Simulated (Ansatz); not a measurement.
One crystal and one scan (scan of one atom of the cell) at two levels, PBE (plane waves to 420 eV, PAW, scalar-relativistic; Ansatz, a program for electronic structure) and PBEsol (plane waves to 420 eV, PAW, scalar-relativistic; Ansatz), each from its own relaxed cell and on its own mesh. The cell shown is that of PBE.

Relaxed Ir (fcc, Cu type):

```xyz
4
Lattice="3.8705 0.0000 0.0000 0.0000 3.8705 0.0000 0.0000 0.0000 3.8705" Properties=species:S:1:pos:R:3 pbc="T T T"
Ir     0.0000     0.0000     0.0000
Ir     1.9353     1.9353     0.0000
Ir     1.9353     0.0000     1.9353
Ir     0.0000     1.9353     1.9353
```

In this cell atom 3 (Ir, nearest neighbour Ir at 2.737 Å; its periodic images, 3.9 Å or more away, move with it) is moved by s along Cartesian x, unit vector (1.000, 0.000, 0.000); all other atoms and the cell stay fixed.

Energies are smeared free energies. Ir is run without spin polarisation. Ir was relaxed with its symmetry unable to fall. Spin-orbit coupling is left out, though Ir is heavy. The PAW data are Ansatz's earlier set. With partly filled bands, energies and forces of such displacements shift with the k mesh and the smearing. Percentages come from the unrounded values.

```
quantity                                                            PBE  PBEsol     PBE − PBEsol
----------------------------------------------------------------  -----  ------  ---------------
Lattice constant a (Å)                                            3.871   3.830  +0.041 (+1.1 %)
Force constant k = d²E/ds² at s = 0 (finite differences) (eV/Å²)  13.08   14.67    -1.59 (-11 %)
```

PBE gives the higher value for: lattice constant a. PBE gives the lower value for: force constant k = d²E/ds² at s = 0. Both give the same shape of the curve: a single well with its minimum at or next to zero displacement. Neither level is exact: the differences show how much the result hangs on the functional.

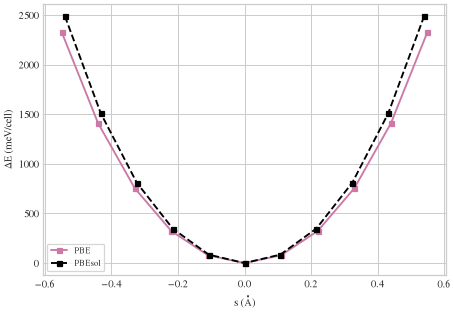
*ΔE, each from the undisplaced structure of its own level.*

(A displaced cell: forces are minus the slopes of the energy, force constants its curvatures, and phonons follow from these.)
